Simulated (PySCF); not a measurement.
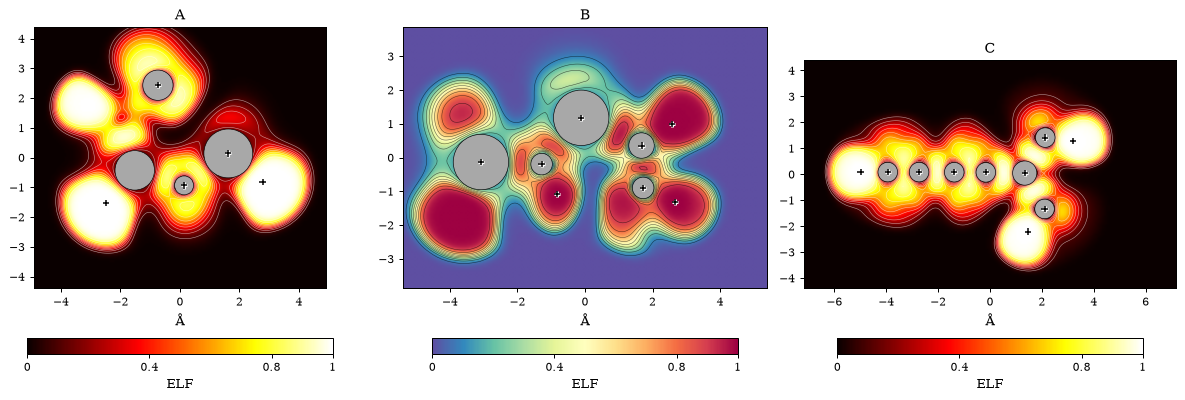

The ELF of 3 systems, each on a plane through atoms (crosses mark nuclei in the plane; grey discs cover the cores).

Level of theory: PySCF 2.14.0, wB97X-D/def2-SVPD, SCF density, gas phase.

System 1: CH7Cl2Ge2N (SMILES Cl[CH](Cl)[GeH2][NH][GeH3]), the plane of atoms N5, Ge6 and H12. Geometry: GFN2-xTB.

```xyz
13

Cl    1.9783    1.6640   -0.9449
C     1.7500    0.6773    0.5035
Cl    0.6002    1.4499    1.5991
Ge    0.9372   -1.0651   -0.0706
N    -0.6743   -0.7358   -0.7970
Ge   -2.0116    0.2572   -0.0286
H     2.7064    0.6336    1.0181
H     1.8032   -1.7236   -1.1053
H     0.7477   -1.8844    1.1740
H    -0.6880   -0.7074   -1.8058
H    -2.0779   -0.1396    1.4046
H    -3.2520   -0.1597   -0.7642
H    -1.8237    1.7342   -0.2005
```

System 2: C6H7B (SMILES C#CC#CB(C)C), the plane of atoms C4, B5 and C6. Geometry: GFN2-xTB.

```xyz
14

C     4.3295    0.7022   -0.0120
C     3.1386    0.5149   -0.0505
C     1.8004    0.3010   -0.0938
C     0.5990    0.1077   -0.1315
B    -0.8782   -0.1503   -0.1701
C    -1.4405   -1.5768    0.2097
C    -1.8504    1.0218   -0.5938
H     5.3645    0.8655    0.0213
H    -2.1375   -1.4983    1.0436
H    -2.0127   -1.9920   -0.6195
H    -0.6759   -2.3003    0.4820
H    -1.7322    1.8783    0.0697
H    -2.9005    0.7404   -0.5908
H    -1.6049    1.3855   -1.5914
```

System 3: CH8Ge2N2 (SMILES [H]/N=[CH]/[GeH2][NH][GeH3]), the plane of atoms N1, C2 and H7. Geometry: GFN2-xTB.

```yaml
atoms:
  - { symbol: N, position_ang: [-2.5004, 0.5098, -0.4925] }
  - { symbol: C, position_ang: [-2.1434, -0.6941, -0.5050] }
  - { symbol: Ge, position_ang: [-0.2363, -1.0590, -0.1886] }
  - { symbol: N, position_ang: [0.5624, 0.5592, -0.0741] }
  - { symbol: Ge, position_ang: [2.2531, 0.9191, 0.4627] }
  - { symbol: H, position_ang: [-3.4922, 0.6902, -0.6607] }
  - { symbol: H, position_ang: [-2.8343, -1.5294, -0.6783] }
  - { symbol: H, position_ang: [-0.0424, -1.9118, 1.0487] }
  - { symbol: H, position_ang: [0.3930, -1.8335, -1.3191] }
  - { symbol: H, position_ang: [-0.1123, 1.3042, 0.0287] }
  - { symbol: H, position_ang: [2.5132, 2.3612, 0.1619] }
  - { symbol: H, position_ang: [3.1617, 0.0234, -0.3154] }
  - { symbol: H, position_ang: [2.4736, 0.6612, 1.9301] }
```

Match each panel to its system.

Panel A is system 1, CH7Cl2Ge2N: the plane holds Cl, N, Ge and H. Panel B is system 3, CH8Ge2N2: the plane holds N, C, Ge and H. C–N (1.26 Å): the ELF peaks at about 0.90 between the atoms; a short, multiple covalent bond. Panel C is system 2, C6H7B: the plane holds C, B and H. C–C (1.21 Å): the ELF peaks at about 0.85 between the atoms: a multiple bond.
